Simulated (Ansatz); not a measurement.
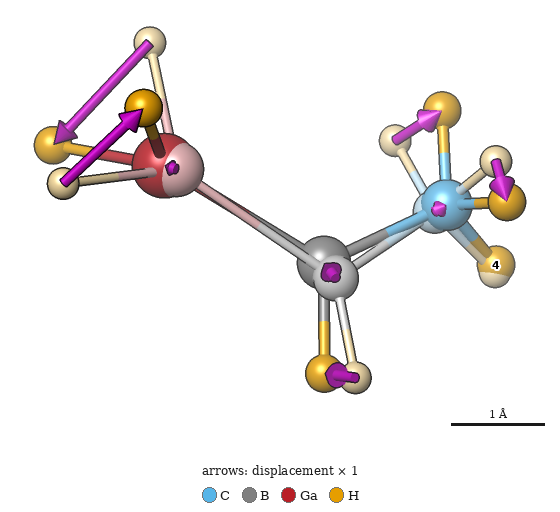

A relaxation of CH6BGa. The starting structure is drawn faded, the final one solid; purple arrows show the displacements, at their true length. The two geometries are superimposed by the best rigid fit.

The picture is a ball-and-stick view, seen at a tilt.

The start comes from GFN2-xTB.

The calculation used Ansatz, RKS PBE0-D4/def2-TZVP. (force threshold 0.005 eV/Å; at most 150 steps)

**Which element moves most?**

Hydrogen: up to 1.54 Å, against 0.32 Å for boron.

**What happened in the run?**

The atom that moves furthest after the best rigid fit is an H atom (1.54 Å). By element the largest moves are H 1.54 Å, B 0.32 Å, C 0.18 Å, Ga 0.16 Å. Among the contacts that change: Ga–H 1.615 → 1.579 Å, B–Ga 2.113 → 2.078 Å, B–H 1.174 → 1.205 Å, C–H 1.096 → 1.104 Å. Among the angles between lasting bonds that change: C–B–Ga 113.4° → 126.0°, B–Ga–H 132.3° → 122.9°, H–Ga–H 106.0° → 114.5°. Groups turn about B–Ga by about 80°. After 14 geometry steps the energy has fallen by 0.283 eV. Largest force component: 0.79 eV/Å at the start, 0.0039 eV/Å at the end. The run took of the order of 60 core-seconds on a shared host.
